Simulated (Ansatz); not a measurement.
**CHB (triplet): one geometry, many settings at distance B1–C2 = 1.353 Å**

What do other methods and options give for CHB (triplet) at this geometry, and how long do they take?

The runs use Ansatz 0.2.0, Gaussian basis; the settings change from run to run.

12 further runs of the same task are left out: 1 for a known fault of the program, 8 that didn't finish, 3 set aside as unsound or not needed.

### Step 1. The geometry

The geometry derives from a PBE0/def2-TZVP stationary point (not a proven minimum). One bond is set to the value named and the two fragments are kept rigid.

3 atoms, charge 0, spin multiplicity 3.

Atoms are counted from 1 here; the program's logs count them from 0.

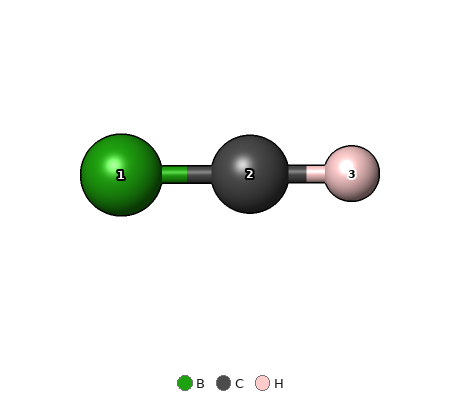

The geometry (boron green, carbon dark grey, hydrogen pink); atoms are numbered from 1 in the order of the file.

### Step 2. MP2 on ROHF/cc-pVDZ

File in.yaml:

```yaml
crystal:
  periodic: [false, false, false]
  atoms:
    - {symbol: B, position_ang: [0.000000, 0.000000, 1.259200]}
    - {symbol: C, position_ang: [0.000000, 0.000000, -0.094199]}
    - {symbol: H, position_ang: [0.000000, 0.000000, -1.165001]}
basis:
  gaussian: {orbitals: cc-pVDZ}
magnetization: {spin_polarized: false, initial_magnetization: 2}
correlation: {method: mp2, electrons: all}
scf: {lower_state_search: full}
output: {forces: true}
```

The run is started by

```sh
$ ansatz run in.yaml --threads 1 --pin off --events-out ev --progress --plain --max-ram 2393MiB
```

The log of the run:

```text
Functional definition: HF
  name "HF"
  cite "Fock, Z. Phys. 61, 126 (1930) doi:10.1007/BF01340294"
  parent pbe
  exchange = exact_x
  correlation = 0
312 factors; integrals over basis functions are off by at most 4.8e-4 eV
mean field evaluation 1: about -1711.4966 eV, gradient 1.6e1 eV
mean field evaluation 2: about -1711.4984 eV, gradient 1.6e1 eV
mean field evaluation 4: about -1713.0914 eV, gradient 2.6e0 eV
mean field evaluation 8: about -1713.1505 eV, gradient 2.7e-4 eV
mean field evaluation 16: about -1712.2079 eV, gradient 1.5e-4 eV
mean field evaluation 32: about -1640.1643 eV, gradient 1.5e2 eV
mean field evaluation 64: about -1713.1505 eV, gradient 1.1e-3 eV
mean field evaluation 96: about -1713.1464 eV, gradient 4.1e-1 eV
mean field -1713.15045911 eV, -62.9571181573 hartree, gradient 8.2e-7 eV, S^2 2.000000; 10 other end points of the search recorded, 0 dependent functions left out
mean field evaluation 128: about -1712.4641 eV, gradient 7.4e-1 eV
reference -1713.15045911 eV, -62.9571181573 hartree; 7, 5 occupied and 26, 28 virtual orbitals, 312 factors
second order -4.39406698 eV of doubles, -0.05088791 eV of singles
the calculation of the forces begins
Total energy: -1717.59541400 eV, -63.1204672366 hartree
Atom 0 at     0.000000     0.000000     1.259200 Å, force    -0.000000    -0.000000     1.322279 eV/Å
Atom 1 at     0.000000     0.000000    -0.094199 Å, force     0.000000     0.000000    -0.929194 eV/Å
Atom 2 at     0.000000     0.000000    -1.165001 Å, force    -0.000000     0.000000    -0.393085 eV/Å
Dipole moment:    -0.000000    -0.000000    -0.121181 e Å
```

It took 0.39 s on 1 thread of Arm Neoverse V2, shared host.

### Step 3. MP2 on UHF/cc-pVDZ

File in.yaml:

```yaml
crystal:
  periodic: [false, false, false]
  atoms:
    - {symbol: B, position_ang: [0.000000, 0.000000, 1.259200]}
    - {symbol: C, position_ang: [0.000000, 0.000000, -0.094199]}
    - {symbol: H, position_ang: [0.000000, 0.000000, -1.165001]}
basis:
  gaussian: {orbitals: cc-pVDZ}
magnetization: {spin_polarized: true, initial_magnetization: 2}
correlation: {method: mp2, electrons: outside_noble_gas}
```

Same command.

The log of the run (excerpt; [...] marks lines left out):

```text
Functional definition: HF
  name "HF"
  cite "Fock, Z. Phys. 61, 126 (1930) doi:10.1007/BF01340294"
  parent pbe
[...]
312 factors; integrals over basis functions are off by at most 4.8e-4 eV
[...]
mean field -1713.27024692 eV, -62.9615202781 hartree, gradient 2.6e-6 eV, S^2 2.069126; 7 other end points of the search recorded, 0 dependent functions left out
2 core orbitals not correlated: weight in the atoms' cores, before any rotation towards them, 1.000 or more for the frozen orbitals, at most 0.000 for the correlated occupied ones
reference -1713.27024692 eV, -62.9615202781 hartree; 5, 3 occupied and 26, 28 virtual orbitals, 312 factors
second order -4.16611388 eV of doubles, -0.00000000 eV of singles
Total energy: -1717.43636080 eV, -63.1146221394 hartree
```

Run time: 0.24 s. Hardware: 1 thread of Arm Neoverse V2, shared host.

From the report: ⟨S²⟩ of the determinant 2.069 (pure triplet: 2.00).

### Step 4. HF/cc-pVDZ

Changes to in.yaml since step 3:

```diff
@@ -8,3 +8,4 @@
   gaussian: {orbitals: cc-pVDZ}
-magnetization: {spin_polarized: true, initial_magnetization: 2}
-correlation: {method: mp2, electrons: outside_noble_gas}
+magnetization: {spin_polarized: false, initial_magnetization: 2}
+hamiltonian: {xc: hf}
+output: {forces: true, orbitals: {seedname: orbitals}}
```

The command is unchanged.

The log of the run (excerpt; [...] marks lines left out):

```text
Functional definition: HF
  name "HF"
  cite "Fock, Z. Phys. 61, 126 (1930) doi:10.1007/BF01340294"
  parent pbe
[...]
312 factors; integrals over basis functions are off by at most 4.8e-4 eV
[...]
mean field -1713.15045911 eV, -62.9571181573 hartree, gradient 2.0e-5 eV, S^2 2.000000; 1 other end points of the search recorded, 0 dependent functions left out
[...]
reference -1713.15045911 eV, -62.9571181573 hartree; 7, 5 occupied and 26, 28 virtual orbitals, 312 factors
Total energy: -1713.15045911 eV, -62.9571181573 hartree
Atom 0 at     0.000000     0.000000     1.259200 Å, force     0.000000     0.000000    -0.433741 eV/Å
Atom 1 at     0.000000     0.000000    -0.094199 Å, force    -0.000000    -0.000000     0.354893 eV/Å
Atom 2 at     0.000000     0.000000    -1.165001 Å, force     0.000000    -0.000000     0.078848 eV/Å
Dipole moment:     0.000000    -0.000000    -0.051451 e Å
```

Run time: 0.15 s. Hardware: 1 thread of Arm Neoverse V2, shared host.

### Step 5. MP2 on UHF/aug-cc-pVDZ

File in.yaml:

```yaml
crystal:
  periodic: [false, false, false]
  atoms:
    - {symbol: B, position_ang: [0.000000, 0.000000, 1.259200]}
    - {symbol: C, position_ang: [0.000000, 0.000000, -0.094199]}
    - {symbol: H, position_ang: [0.000000, 0.000000, -1.165001]}
basis:
  gaussian: {orbitals: aug-cc-pVDZ}
magnetization: {spin_polarized: true, initial_magnetization: 2}
correlation: {method: mp2, electrons: valence}
output: {forces: true}
```

Launched as before.

The log of the run (excerpt; [...] marks lines left out):

```text
Functional definition: HF
  name "HF"
  cite "Fock, Z. Phys. 61, 126 (1930) doi:10.1007/BF01340294"
  parent pbe
[...]
553 factors; integrals over basis functions are off by at most 1.3e-3 eV
[...]
mean field -1713.34125921 eV, -62.9641299314 hartree, gradient 1.9e-6 eV, S^2 2.067985; 5 other end points of the search recorded, 0 dependent functions left out
2 core orbitals not correlated: weight in the atoms' cores, before any rotation towards them, 1.000 or more for the frozen orbitals, at most 0.000 for the correlated occupied ones
reference -1713.34125921 eV, -62.9641299314 hartree; 5, 3 occupied and 48, 50 virtual orbitals, 553 factors
second order -4.30570085 eV of doubles, -0.00000000 eV of singles
[...]
Total energy: -1717.64696006 eV, -63.1223615191 hartree
Atom 0 at     0.000000     0.000000     1.259200 Å, force     0.000000    -0.000000     0.702806 eV/Å
Atom 1 at     0.000000     0.000000    -0.094199 Å, force     0.000000     0.000000    -0.316516 eV/Å
Atom 2 at     0.000000     0.000000    -1.165001 Å, force    -0.000000    -0.000000    -0.386290 eV/Å
Dipole moment:    -0.000000    -0.000000    -0.029140 e Å
```

Run time: 0.75 s. Hardware: 1 thread of Arm Neoverse V2, shared host.

From the report: ⟨S²⟩ of the determinant 2.068 (pure triplet: 2.00).

### Step 6. MRCISD+Q(4,3)/STO-3G

File in.yaml:

```yaml
crystal:
  periodic: [false, false, false]
  atoms:
    - {symbol: B, position_ang: [0.000000, 0.000000, 1.259200]}
    - {symbol: C, position_ang: [0.000000, 0.000000, -0.094199]}
    - {symbol: H, position_ang: [0.000000, 0.000000, -1.165001]}
basis:
  gaussian: {orbitals: STO-3G, fitting: {mean_field: def2-universal-jkfit}}
magnetization: {spin_polarized: false, initial_magnetization: 2}
hamiltonian: {pseudopotentials: {relativity: scalar}}
correlation: {method: fic_mrcisd_q, electrons: outside_noble_gas, active_space: {window: {electrons: 4, orbitals: 3}}}
accuracy: high
```

The command is unchanged.

The log of the run (excerpt; [...] marks lines left out):

```text
Functional definition: HF
  name "HF"
  cite "Fock, Z. Phys. 61, 126 (1930) doi:10.1007/BF01340294"
  parent pbe
[...]
168 factors; integrals over basis functions are off by at most 3.8e-3 eV
[...]
mean field -1690.75968421 eV, -62.1342723568 hartree, gradient 2.8e-8 eV, S^2 2.000000; 9 other end points of the search recorded, 0 dependent functions left out
reference -1690.75968421 eV, -62.1342723568 hartree; 7, 5 occupied and 4, 6 virtual orbitals, 168 factors
state -1690.75968421 eV, -62.1342723568 hartree
contracted CI cycle   1: correlation 0.00000000 eV, 0.0000000000 hartree, residual 1.12e1 eV
contracted CI cycle   2: correlation -2.63013209 eV, -0.0966555716 hartree, residual 2.66e0 eV
contracted CI cycle   3: correlation -2.85381593 eV, -0.1048758011 hartree, residual 9.49e-1 eV
contracted CI cycle   4: correlation -2.88048772 eV, -0.1058559713 hartree, residual 4.22e-1 eV
[...]
contracted CI cycle   8: correlation -2.21388228 eV, -0.0813586732 hartree, residual 2.80e-3 eV
contracted CI cycle   9: correlation -2.21388252 eV, -0.0813586819 hartree, residual 8.91e-4 eV
contracted CI cycle  10: correlation -2.21388254 eV, -0.0813586827 hartree, residual 2.72e-4 eV
contracted CI cycle  11: correlation -2.21388254 eV, -0.0813586828 hartree, residual 7.43e-5 eV
contracted CI cycle  12: correlation -2.21388254 eV, -0.0813586828 hartree, residual 1.51e-5 eV
contracted CI cycle  13: correlation -2.21388254 eV, -0.0813586828 hartree, residual 2.75e-6 eV
contracted CI cycle  14: correlation -2.21388254 eV, -0.0813586828 hartree, residual 5.79e-7 eV
state -1689.37431225 eV, -62.0833608763 hartree; corrected -1691.77807763 eV, -62.1716976245 hartree
state -1690.75968421 eV, -62.1342723568 hartree; corrected -1693.91465004 eV, -62.2502152124 hartree
WARN: 1 active orbitals are nearly empty or full. The corrections depend on them more than the energy does, and are more stable in an active space without them
Total energy: -1693.91465004 eV, -62.2502152124 hartree
Relativity: scalar
```

Run time: 0.33 s. Hardware: 1 thread of Arm Neoverse V2, shared host.

From the report: 2 determinants; active occupations 2.00, 1.00, 1.00. The report marks this result as in doubt.

### Step 7. BCCD(T) on ROHF/STO-3G

File in.yaml:

```yaml
crystal:
  periodic: [false, false, false]
  atoms:
    - {symbol: B, position_ang: [0.000000, 0.000000, 1.259200]}
    - {symbol: C, position_ang: [0.000000, 0.000000, -0.094199]}
    - {symbol: H, position_ang: [0.000000, 0.000000, -1.165001]}
basis:
  gaussian: {orbitals: STO-3G}
magnetization: {spin_polarized: false, initial_magnetization: 2}
correlation: {method: bccd_t, electrons: outside_noble_gas}
```

Same command.

The log of the run (excerpt; [...] marks lines left out):

```text
Functional definition: HF
  name "HF"
  cite "Fock, Z. Phys. 61, 126 (1930) doi:10.1007/BF01340294"
  parent pbe
[...]
139 factors; integrals over basis functions are off by at most 6.9e-5 eV
[...]
a density is far from that of the atoms, so the factors are made again for it
144 factors; integrals over basis functions are off by at most 1.6e-5 eV
[...]
mean field -1690.32129343 eV, -62.1181617925 hartree, gradient 1.0e-6 eV, S^2 2.000000; 6 other end points of the search recorded, 0 dependent functions left out
[...]
determinant -1690.32129343 eV, -62.1181617925 hartree, with singles and doubles -1693.33629775 eV, -62.2289611578 hartree
determinant -1688.92688356 eV, -62.0669181750 hartree, with singles and doubles -1691.24206784 eV, -62.1519996279 hartree
2 core orbitals not correlated: weight in the atoms' cores, before any rotation towards them, 1.000 or more for the frozen orbitals, at most 0.000 for the correlated occupied ones
reference -1690.32129343 eV, -62.1181617925 hartree; 5, 3 occupied and 4, 6 virtual orbitals, 144 factors
second order -2.34204022 eV of doubles, -0.02637738 eV of singles
cycle   1  -3.01558914 eV  change   -5.8e-4 eV  update   2.0e-2
[...]
cycle  11  -3.00611433 eV  change    2.4e-6 eV  update   2.7e-6
perturbative correction -0.06629779 eV, -0.0024363988 hartree
Total energy: -1693.39370555 eV, -62.2310708555 hartree
```

Run time: 0.51 s. Hardware: 1 thread of Arm Neoverse V2, shared host.

From the report: correlation -3.0724 eV; largest double amplitude 0.16.

### Step 8. NEVPT2(2,3)/cc-pVDZ

Changes to in.yaml since step 7:

```diff
@@ -7,4 +7,4 @@
 basis:
-  gaussian: {orbitals: STO-3G}
+  gaussian: {orbitals: cc-pVDZ}
 magnetization: {spin_polarized: false, initial_magnetization: 2}
-correlation: {method: bccd_t, electrons: outside_noble_gas}
+correlation: {method: sc_nevpt2, electrons: outside_noble_gas, active_space: {window: {electrons: 2, orbitals: 3}}}
```

Launched as before.

The log of the run (excerpt; [...] marks lines left out):

```text
Functional definition: HF
  name "HF"
  cite "Fock, Z. Phys. 61, 126 (1930) doi:10.1007/BF01340294"
  parent pbe
[...]
312 factors; integrals over basis functions are off by at most 4.8e-4 eV
[...]
mean field -1713.15045911 eV, -62.9571181573 hartree, gradient 8.2e-7 eV, S^2 2.000000; 5 other end points of the search recorded, 0 dependent functions left out
reference -1713.15045911 eV, -62.9571181573 hartree; 7, 5 occupied and 26, 28 virtual orbitals, 312 factors
state -1713.15045911 eV, -62.9571181573 hartree
state -1713.15045911 eV, -62.9571181573 hartree; corrected -1717.50937083 eV, -63.1173052083 hartree
state -1712.20790978 eV, -62.9224801084 hartree
state -1712.20790978 eV, -62.9224801084 hartree; corrected -1716.02866080 eV, -63.0628901184 hartree
state -1713.15045911 eV, -62.9571181573 hartree; corrected -1717.50937083 eV, -63.1173052083 hartree
WARN: 1 active orbitals are nearly empty or full. The corrections depend on them more than the energy does, and are more stable in an active space without them
Total energy: -1717.50937083 eV, -63.1173052083 hartree
```

Run time: 0.33 s. Hardware: 1 thread of Arm Neoverse V2, shared host.

From the report: 2 determinants; active occupations 1.00, 1.00, 0.00. The report marks this result as in doubt.

### Step 9. BCCD on UHF/cc-pVDZ

File in.yaml:

```yaml
crystal:
  periodic: [false, false, false]
  atoms:
    - {symbol: B, position_ang: [0.000000, 0.000000, 1.259200]}
    - {symbol: C, position_ang: [0.000000, 0.000000, -0.094199]}
    - {symbol: H, position_ang: [0.000000, 0.000000, -1.165001]}
basis:
  gaussian: {orbitals: cc-pVDZ}
magnetization: {spin_polarized: true, initial_magnetization: 2}
correlation: {method: bccd, electrons: valence}
scf: {lower_state_search: full}
```

The command is unchanged.

The log of the run (excerpt; [...] marks lines left out):

```text
Functional definition: HF
  name "HF"
  cite "Fock, Z. Phys. 61, 126 (1930) doi:10.1007/BF01340294"
  parent pbe
[...]
312 factors; integrals over basis functions are off by at most 4.8e-4 eV
[...]
mean field -1713.27024692 eV, -62.9615202781 hartree, gradient 2.6e-6 eV, S^2 2.069126; 12 other end points of the search recorded, 0 dependent functions left out
determinant -1713.27024692 eV, -62.9615202781 hartree, with singles and doubles -1718.12726753 eV, -63.1400124933 hartree
determinant -1712.37469116 eV, -62.9286092110 hartree, with singles and doubles -1716.98451351 eV, -63.0980170575 hartree
2 core orbitals not correlated: weight in the atoms' cores, before any rotation towards them, 1.000 or more for the frozen orbitals, at most 0.000 for the correlated occupied ones
reference -1713.27024692 eV, -62.9615202781 hartree; 5, 3 occupied and 26, 28 virtual orbitals, 312 factors
second order -4.16611388 eV of doubles, -0.00000000 eV of singles
cycle   1  -4.84847187 eV  change    8.5e-3 eV  update   1.0e-2
[...]
cycle  10  -4.84892934 eV  change    1.6e-7 eV  update   8.1e-6
Total energy: -1718.11917627 eV, -63.1397151448 hartree
```

It took 0.93 s on 1 thread of Arm Neoverse V2, shared host.

From the report: ⟨S²⟩ of the determinant 2.069 (pure triplet: 2.00); correlation -4.8489 eV; largest double amplitude 0.10.

### Step 10. BCCD(T) on ROHF/cc-pVDZ

Changes to in.yaml since step 9:

```diff
@@ -8,4 +8,4 @@
   gaussian: {orbitals: cc-pVDZ}
-magnetization: {spin_polarized: true, initial_magnetization: 2}
-correlation: {method: bccd, electrons: valence}
-scf: {lower_state_search: full}
+magnetization: {spin_polarized: false, initial_magnetization: 2}
+correlation: {method: bccd_t, electrons: all}
+scf: {lower_state_search: light}
```

The command is unchanged.

The log of the run (excerpt; [...] marks lines left out):

```text
Functional definition: HF
  name "HF"
  cite "Fock, Z. Phys. 61, 126 (1930) doi:10.1007/BF01340294"
  parent pbe
[...]
312 factors; integrals over basis functions are off by at most 4.8e-4 eV
[...]
mean field -1713.15045911 eV, -62.9571181573 hartree, gradient 8.2e-7 eV, S^2 2.000000; 5 other end points of the search recorded, 0 dependent functions left out
[...]
determinant -1713.15045911 eV, -62.9571181573 hartree, with singles and doubles -1718.22140963 eV, -63.1434721518 hartree
determinant -1712.20790978 eV, -62.9224801084 hartree, with singles and doubles -1717.07387013 eV, -63.1013008528 hartree
reference -1713.15045911 eV, -62.9571181573 hartree; 7, 5 occupied and 26, 28 virtual orbitals, 312 factors
second order -4.39406698 eV of doubles, -0.05088791 eV of singles
cycle   1  -5.06191381 eV  change    9.0e-3 eV  update   8.8e-3
[...]
cycle   9  -5.06329155 eV  change    5.8e-6 eV  update   1.0e-5
perturbative correction -0.19679565 eV, -0.0072321068 hartree
Total energy: -1718.41054632 eV, -63.1504227966 hartree
```

Wall time 1.1 s (1 thread of Arm Neoverse V2, shared host).

From the report: correlation -5.2601 eV; largest double amplitude 0.10.

### Step 11. The runs in one table

Where basis and cores are those of an earlier UCCSDT(Q)/cc-pVDZ run (-1718.3617 eV), and the state is the same kind, the miss against it is given. † marks a result that the program doubts.

```csv
level,correlated,functions,energy (eV),from UCCSDT(Q) (meV),time
MP2 on ROHF/cc-pVDZ,all,33,-1717.5954,,0.39 s
MP2 on UHF/cc-pVDZ,outside noble gas,33,-1717.4364,925.3,0.24 s
HF/cc-pVDZ,,33,-1713.1505,5211.2,0.15 s
MP2 on UHF/aug-cc-pVDZ,valence,55,-1717.6470,,0.75 s
"MRCISD+Q(4,3)/STO-3G (relativity set) †",outside noble gas,11,-1693.9147,,0.33 s
BCCD(T) on ROHF/STO-3G,outside noble gas,11,-1693.3937,,0.51 s
"NEVPT2(2,3)/cc-pVDZ †",outside noble gas,33,-1717.5094,852.3,0.33 s
BCCD on UHF/cc-pVDZ,valence,33,-1718.1192,242.5,0.93 s
BCCD(T) on ROHF/cc-pVDZ,all,33,-1718.4105,,1.1 s
```

### Step 12. Outcome

| quantity | value |
| --- | --- |
| runs | 9 |
| quickest | HF/cc-pVDZ, 0.15 s |
| slowest | BCCD(T) on ROHF/cc-pVDZ, 1.1 s |

**Reading.** Total energies in different bases, with other cores or another treatment of relativity can't be set against each other. BCCD(T) on ROHF/cc-pVDZ took 7 times as long as HF/cc-pVDZ; the jobs differ in more than the method. Among the correlated runs with a miss given, it spans +242 to +925 meV. Hartree-Fock, CASSCF and CASCI lack dynamic correlation by design.
